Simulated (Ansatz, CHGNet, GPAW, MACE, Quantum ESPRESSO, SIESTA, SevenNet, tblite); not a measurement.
## tblite on KH6C3NO5 (P2_1/c) (64 atoms): settings against a plane-wave reference

Wanted: tblite inputs and outputs for KH6C3NO5 (P2_1/c) (64 atoms), checked against a plane-wave reference.

Program: tblite 0.8.0. Level of theory: the method is named at each step. Results are calculated unless marked as measured.

### 1. Starting point

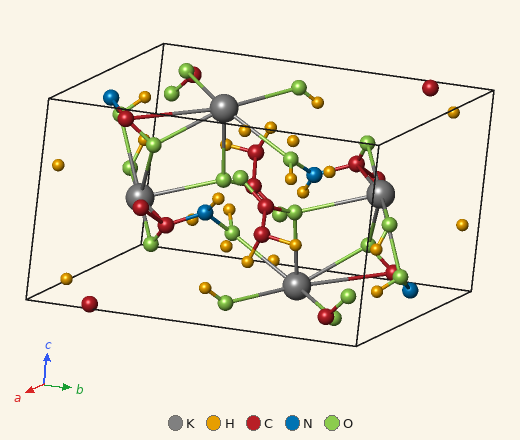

The starting structure, seen slightly off an axis (potassium grey, hydrogen orange, carbon red, nitrogen blue, oxygen green). Bonds to atoms that aren't drawn are left out. Some periodic images of atoms are drawn too.

The cell holds 64 atoms: 4 K, 24 H, 12 C, 4 N and 20 O. Its edges and angles: a = 7.457 Å, b = 13.002 Å, c = 6.816 Å, α = 90.0°, β = 105.4°, γ = 90.0°. It derives from KH6C3NO5 (P2_1/c), repeated 1×1×1. KH6C3NO5, space group P2_1/c, structure from the Crystallography Open Database, 1 x 1 x 1 conventional cells; every coordinate displaced by a Gaussian of 0.01 Å; bonds to H set to neutron lengths (C-H 1.089, N-H 1.015, O-H 0.983, B-H 1.19 Å) where the listed ones are shorter. Then every atom was moved at random, 0.05 Å r.m.s. a Cartesian component (hydrogen 0.6 of that).

The yardstick, on the same geometry:

| Quantity | Value |
| --- | --- |
| method | Kohn-Sham DFT, PBE, SSSP efficiency 1.3.0 pseudopotentials, plane waves (Quantum ESPRESSO 7.5); sssp-pbe-1.3.0-efficiency, cutoffs 60/480 Ry, Γ point |
| r.m.s. force component | 2.014 eV/Å |
| longest force | 9.847 eV/Å |
| pressure | 1.7 GPa |
| gap (highest filled to lowest empty level) | 3.547 eV |
| time | 74 s on 2 MPI ranks of Arm Neoverse V2, shared host |
| CPU time | 2.5 min |

### 2. GFN1-xTB

Method: GFN1-xTB tight binding, diagonalisation.

File run.py:

```python
import numpy as np
from ase.io import read
from tblite.ase import TBLite

atoms = read("structure.xyz")
atoms.calc = TBLite(method="GFN1-xTB", electronic_temperature=580, accuracy=1.0, max_iterations=250, mixer_damping=0.4, verbosity=1)
energy = atoms.get_potential_energy()
forces = atoms.get_forces()
print(f"energy {energy:.6f} eV")
print("forces (eV/A)")
for i, (a, f) in enumerate(zip(atoms, forces)):
    print(f"{i:4d} {a.symbol:2s} {f[0]:10.5f} {f[1]:10.5f} {f[2]:10.5f}")
stress = -atoms.get_stress(voigt=False) * 160.21766
print("stress (GPa, compression positive)")
for row in stress:
    print(" ".join(f"{x:10.4f}" for x in row))
print("charges (e)")
print(np.array2string(atoms.get_charges(), precision=4, suppress_small=True, max_line_width=110, threshold=100000))
```

File structure.xyz:

```xyz
64
Lattice="7.45700 0.00000 0.00000 0.00000 13.00200 0.00000 -1.81118 0.00000 6.57096" Properties=species:S:1:pos:R:3 pbc="T T T"
K 3.53922 8.30035 0.51194
K 2.93294 1.82314 2.63495
K 2.05905 4.70243 5.89579
K 2.72846 11.21761 3.88055
H 5.55299 9.55920 6.26574
H -0.77787 3.00151 3.67080
H 0.13270 3.45268 0.40891
H 6.40721 10.06732 2.90936
H 5.79504 11.11021 5.44089
H -1.08407 4.58776 4.39157
H -0.22500 1.91845 1.05438
H 6.73941 8.35834 2.18813
H 3.90552 11.68828 0.83385
H 2.63617 5.15516 2.55669
H 1.68398 1.35741 5.77101
H 2.96181 7.83071 4.04903
H 0.00727 12.50441 6.20036
H 4.70421 6.01720 3.57992
H 5.66533 0.51735 0.32888
H 0.90129 7.01900 2.94767
H 6.26191 6.35655 0.90101
H 0.24065 12.87289 2.36693
H -0.64699 6.74102 5.64978
H 5.40616 0.15719 4.19963
H 4.42135 6.96036 5.99916
H 0.38186 0.47444 3.82358
H 1.26274 5.99938 0.51819
H 5.26804 12.55135 2.77019
C 6.27493 11.10683 0.49854
C 0.29007 4.68735 2.70678
C -0.66052 1.84459 6.00402
C 5.40202 8.31270 3.77180
C -1.62397 10.60807 6.39525
C 6.49429 4.04609 3.47998
C 7.33124 2.43241 0.11999
C 6.55505 8.84422 3.16188
C 1.24684 10.72288 0.68220
C 5.26748 4.26115 2.57713
C 4.42728 2.27236 5.83396
C 0.33291 8.81185 4.01794
N 2.10300 11.89189 0.43513
N 4.37204 5.27491 2.91560
N 3.58406 1.19488 6.22270
N 1.13369 7.62788 3.69367
O 5.17264 10.73874 0.11815
O 1.43517 4.21863 3.16615
O 0.45796 2.26898 6.48501
O 4.21262 8.71381 3.31111
O 6.35586 12.06664 1.35204
O 0.16165 5.62180 1.80511
O -0.77221 0.89857 5.19855
O 5.43468 7.36472 4.66919
O 1.55421 9.94887 1.63479
O 5.00032 3.47999 1.74866
O 4.07072 3.12646 4.93216
O 0.73522 9.51356 4.93886
[... 4 atom lines left out ...]
O 5.62444 6.75012 0.26028
O 0.83291 0.16799 2.92007
O -0.12644 6.33444 6.25693
O 4.80220 12.81217 3.55016
```

On the command line:

```
OMP_NUM_THREADS=1 python run.py > output.txt
```

What it wrote:

```text
------------------------------------------------------------
  cycle        total energy    energy error   density error
------------------------------------------------------------
      1     -143.8551718356  -1.4465905E+02   7.3041966E-01
      2     -146.2296900106  -2.3745182E+00   3.7112162E-01
      3     -145.2787275569   9.5096245E-01   2.0120164E-01
      4     -142.5502611135   2.7284664E+00   1.8127563E-01
      5     -146.6097499949  -4.0594889E+00   4.8687070E-02
      6     -146.9125477315  -3.0279774E-01   1.1192418E-02
      7     -146.9242013326  -1.1653601E-02   4.8576579E-03
      8     -146.9267144393  -2.5131066E-03   1.7816503E-03
      9     -146.9271095698  -3.9513048E-04   4.2536835E-04
     10     -146.9271211176  -1.1547794E-05   2.8027473E-04
     11     -146.9271320424  -1.0924796E-05   5.3110077E-05
     12     -146.9271322977  -2.5530937E-07   3.0615645E-05
     13     -146.9271324368  -1.3912285E-07   7.8184192E-06
------------------------------------------------------------
 total:                                   1.580 sec
energy -3998.090918 eV
forces (eV/A)
   0 K    -0.07197   -0.03111    0.09456
   1 K     0.09144    0.04998    0.00563
   2 K     0.07392    0.02605    0.02966
   3 K    -0.07723   -0.07765   -0.01099
   4 H     0.35574   -0.28495   -0.32980
   5 H     0.00302   -0.28870   -0.12283
   6 H    -0.24638    0.29210   -0.40317
   7 H     0.06908   -3.03493    0.50764
   8 H     0.50078    0.26911   -0.28151
   9 H     0.09860    0.39981    0.80525
  10 H    -0.08805   -0.68094    0.57494
  11 H    -0.07181    0.10915    0.29825
  12 H     0.86575   -0.51362   -0.29199
  13 H     0.00017    0.86996   -1.59286
  14 H     1.06506   -0.54570   -0.68234
  15 H    -0.06937   -0.17258    0.27776
  16 H     0.89880   -0.28006    1.14898
  17 H    -0.59415   -0.33295   -0.94769
  18 H     0.03326   -1.02633    0.30722
  19 H     0.01660   -0.85814   -0.72216
  20 H    -0.36147    0.16177   -0.45554
  21 H    -5.07492   -2.47285   -4.25817
  22 H    -2.87124    1.71989   -2.25446
  23 H     0.66779    0.31131    0.25228
[...]
56 O     0.95577    1.25199    1.60289
  57 O     0.17196   -1.71621    2.51415
  58 O    -0.14963    0.68395    1.88486
  59 O     2.69712   -0.47919    1.11289
  60 O     1.87335    0.38422   -1.44849
  61 O     4.06168    3.50672    6.92665
  62 O     3.12374   -2.39734    3.19621
  63 O    -1.47700   -0.15225    0.57438
stress (GPa, compression positive)
   -1.2135     1.5944     2.8213
    1.5944    -5.7390     3.7104
    2.8213     3.7104    -2.2332
charges (e)
[ 0.5577  0.5594  0.5563  0.5587  0.0884  0.0827  0.0952  0.0851  0.0747  0.0742  0.0773  0.0891  0.3977
  0.4008  0.3902  0.3957  0.2427  0.2541  0.2661  0.2492  0.3501  0.3708  0.37    0.3609  0.3603  0.3572
  0.3765  0.3696  0.598   0.57    0.5953  0.5714 -0.1412 -0.1358 -0.1343 -0.1082  0.4604  0.4921  0.4652
  0.4577 -0.0994 -0.1208 -0.1005 -0.0929 -0.5616 -0.5892 -0.5941 -0.6121 -0.6793 -0.6395 -0.6357 -0.6557
 -0.5541 -0.5151 -0.5569 -0.5202 -0.4281 -0.4573 -0.4554 -0.4308 -0.6906 -0.6963 -0.7165 -0.6993]
```

Run time: 2.1 s. Hardware: 1 thread of Arm Neoverse V2, shared host; peak memory 0.12 GiB.

Banners, paths, timers and routine set-up lines are dropped from the logs unmarked, and long logs keep their key lines alone; longer cuts are marked.

Compared with the plane-wave run:

| Item | Value |
| --- | --- |
| r.m.s. force component | 2.004 eV/Å |
| r.m.s. difference of force components | 493.1 meV/Å |
| longest difference of force vectors | 1634 meV/Å |
| force difference over r.m.s. force | 24.49 % |
| slope of forces against the reference's | 0.9654 |
| correlation of force components | 0.9699 |
| pressure | -3.062 GPa |
| pressure difference | -4.762 GPa |

Length of the force difference by element (eV/Å):

| element | atoms | mean | most |
| --- | --- | --- | --- |
| C | 12 | 1.0 | 1.6 |
| H | 24 | 0.39 | 1.1 |
| K | 4 | 0.14 | 0.28 |
| N | 4 | 0.82 | 1.1 |
| O | 20 | 1.0 | 1.6 |

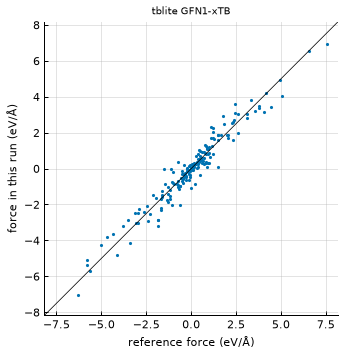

Force components against those of the reference; the line marks equality.

Local excerpt of 9 atoms (numbers count through the whole input) about H15, picked at random; x, y, z are measured from there.

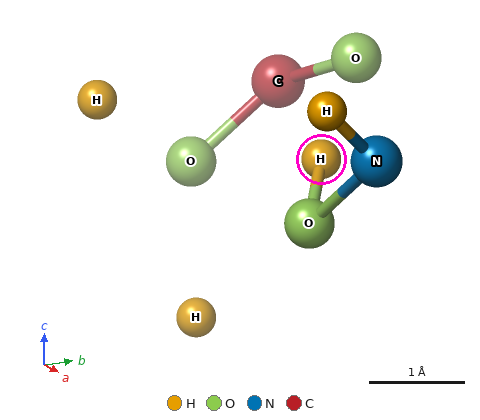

The atoms of the table, within 2.6 Å (arrows a, b, c point along x, y, z); some may hide others; the central atom is ringed.

| atom | x | y | z | distance (Å) | bonds | Mulliken charge (e) | Fx | Fy | Fz (eV/Å) |
| --- | --- | --- | --- | --- | --- | --- | --- | --- | --- |
| H15 | 0.00 | 0.00 | 0.00 | 0.00 | 1 | 0.39 | 1.07 | -0.55 | -0.68 |
| O59 | 0.83 | -0.48 | -0.45 | 1.06 | 4 | -0.46 | -0.15 | 0.68 | 1.88 |
| O47 | -1.23 | 0.91 | 0.71 | 1.69 | 3 | -0.59 | -2.02 | -0.61 | -1.12 |
| N43 | 1.90 | -0.16 | 0.45 | 1.96 | 3 | -0.10 | 0.24 | 3.01 | -2.50 |
| C31 | -2.34 | 0.49 | 0.23 | 2.41 | 3 | 0.60 | 2.34 | 0.10 | 1.59 |
| H26 | -1.30 | -0.88 | -1.95 | 2.50 | 1 | 0.36 | 0.92 | -0.88 | -2.52 |
| H17 | -1.68 | -1.85 | 0.43 | 2.54 | 1 | 0.24 | 0.90 | -0.28 | 1.15 |
| O51 | -2.46 | -0.46 | -0.57 | 2.56 | 1 | -0.64 | 0.05 | 0.38 | -0.02 |
| H19 | 2.17 | -0.84 | 1.13 | 2.59 | 1 | 0.27 | 0.03 | -1.03 | 0.31 |

Atoms are counted from 1 here, from 0 in the log.

Forces lie 24 % from the reference's, at 0.014 times its CPU time (on 1 against 2 cores).

### 3. Outcome

| Quantity | Value |
| --- | --- |
| force difference from the reference | tblite GFN1-xTB, 24 % |
| its CPU time | 2.1 s |

In words: Tight binding differs by 24 % (tblite GFN1-xTB); it is another model, with fitted parameters of its own, and the xTB methods hold dispersion. One electronic-structure run takes under half the reference's CPU time: tblite GFN1-xTB, at 24 % in 2.1 s against 2.5 min; its pressure misses by -4.8 GPa. Periodic xTB results under one method name differ between programs and library versions. The reference's pressure holds the uncorrected Pulay stress of its 60 Ry basis, so small pressure differences, and their order, may be the reference's own error. The reference's stress is far from hydrostatic: its diagonal is 3.1, -0.8, 2.7 GPa, compression counted positive. The reference's PBE has no dispersion term, which matters for the binding between molecules or layers. The published positions, changed by the recipe (random displacements or longer bonds to H), lie far from the minimum at this level of theory. The reference's pressure of 1.7 GPa belongs to a cell and atoms that aren't relaxed at this level. The electronic-structure runs sample only Γ, in a cell whose shortest periodic width is 7 Å.

[Also dropped from logs without a mark: logging warnings of Python, and SIESTA's first energy breakdown and zero terms.]

[Logs are printed without paths, hosts, clocks, repeated set-up lines and the standing remarks that a program may print on its own settings, such as how far it seeks lower states.]

[Hosts, paths, dates, database ids (printed as entryN), source tags and the programs' standing remarks are cut or masked in the printed files.]
